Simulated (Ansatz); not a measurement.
**ClF2H3HfOS: density, localisation and related maps**

```xyz
9

Hf   -0.0439   -0.0498    0.2003
F    -0.0252   -0.3020    2.1201
F     1.6967   -0.2304   -0.6279
Cl   -1.4998    1.6906   -0.5922
O    -0.9415   -1.6272   -0.4124
H    -1.3797   -2.4276   -0.7246
S     1.4093    2.4158    1.0538
H     2.2671    1.8653    1.9613
H     0.5420    2.8089    2.0284
```

Core potentials replace the inner electrons of Hf.

Computed with RKS revPBE-D4/def2-SVP (Ansatz).

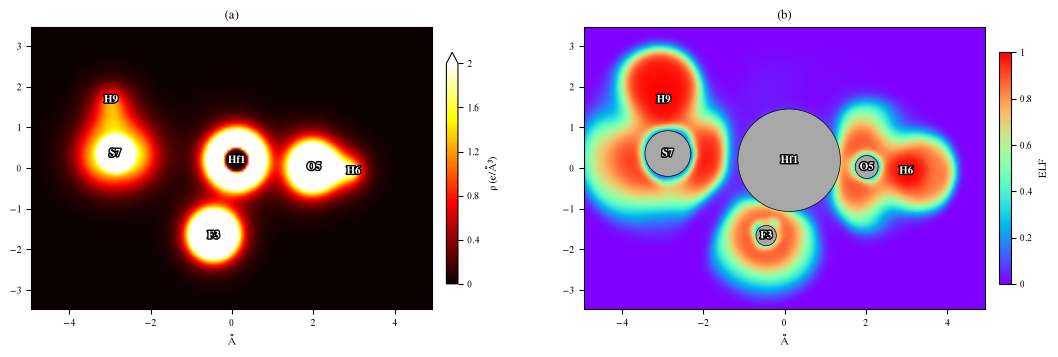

Figure 1. (a) electron density; (b) electron localisation function on the plane of atoms F3, Hf1 and O5. Grey discs cover the atomic cores in the ELF map.

What does the map show?

Answer. The section cuts through Hf, F, O, H and S sites.
Hf–O (1.92 Å): ρ at the midpoint is about 0.87 e/Å³; the ELF peaks at about 0.80 in the valence shell of O, 0.6 Å from its nucleus, and drops to about 0.20 between the two atoms.
Hf–F (1.94 Å): ρ at the midpoint is about 0.84 e/Å³; the ELF peaks at about 0.80 in the valence shell of F, 0.5 Å from its nucleus, and drops to about 0.20 between the two atoms.
Hf–S (2.99 Å): ρ at the midpoint is about 0.18 e/Å³; the ELF peaks at about 0.95 in the valence shell of S, 1.0 Å from its nucleus, and is about 0.30 at the midpoint.
O–H (0.96 Å): ρ is about 3.6 e/Å³ halfway; the ELF climbs to about 1 towards the hydrogen, as it does in any bond to H; an ordinary covalent bond to hydrogen.
S–H (1.36 Å): ρ at the midpoint is about 1.4 e/Å³; the ELF climbs to about 1 towards the hydrogen.

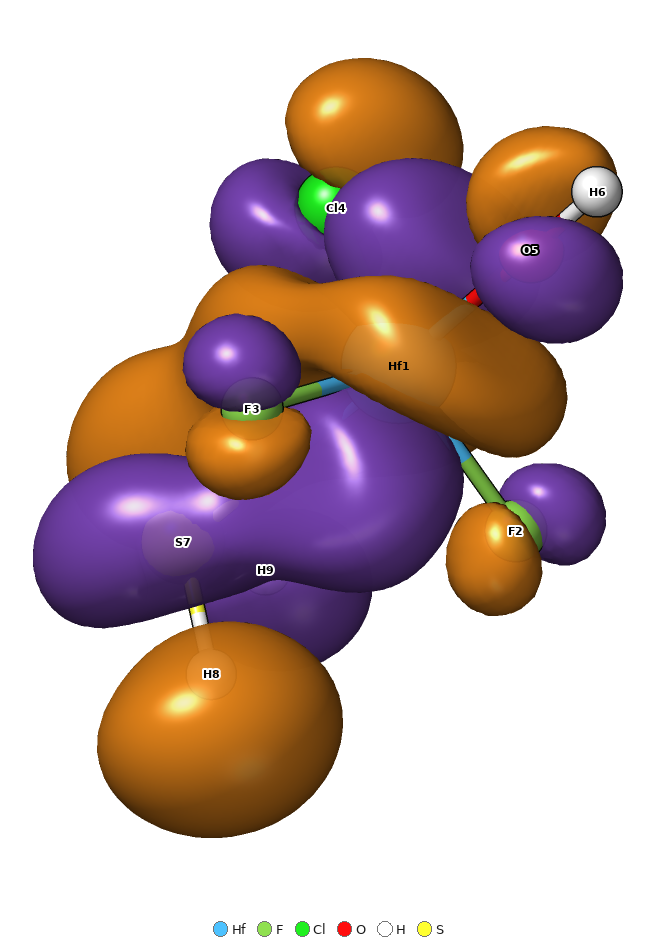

Figure 2. The LUMO at ±0.06 Å⁻³ᐟ² (orange and purple are the two phases), seen at an oblique angle.

What is the character of this orbital?

Answer. Its weight (Hirshfeld) is mainly on Hf1 (about 50 %), S7 (about 15 %), Cl4 (about 10 %), H8 (about 10 %) and O5 (about 5 %). Its energy is −1.19 eV.

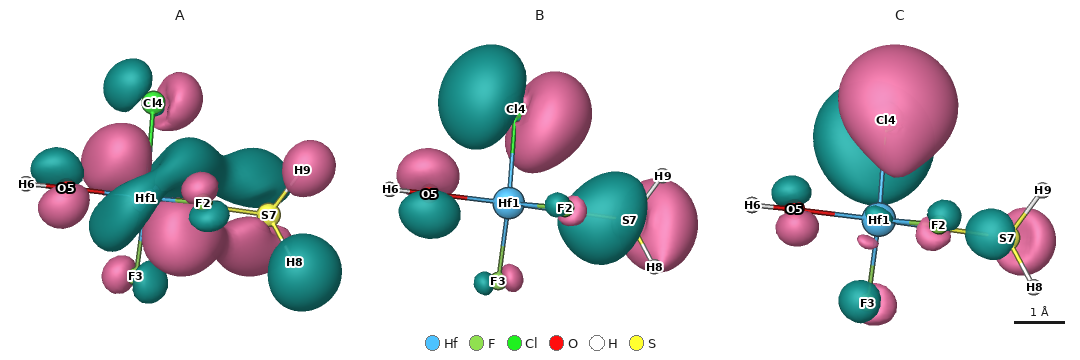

Figure 3. Three frontier orbitals at ±0.1 Å⁻³ᐟ² (teal and pink are the two phases), in no order.

Order the three orbitals by energy and name them.

Answer. C is the HOMO−1 (−7.47 eV). By Hirshfeld shares it lies mainly on Cl4 (about 80 %); largely a lone pair of Cl4. B is the HOMO (−7.09 eV). Its weight (Hirshfeld) is mainly on Cl4 (about 55 %), S7 (about 25 %) and O5 (about 10 %). A is the LUMO (−1.19 eV). By Hirshfeld shares it lies mainly on Hf1 (about 50 %), S7 (about 15 %), Cl4 (about 10 %), H8 (about 10 %) and O5 (about 5 %).

What is the HOMO–LUMO gap?

Answer. 5.90 eV between the orbital energies.
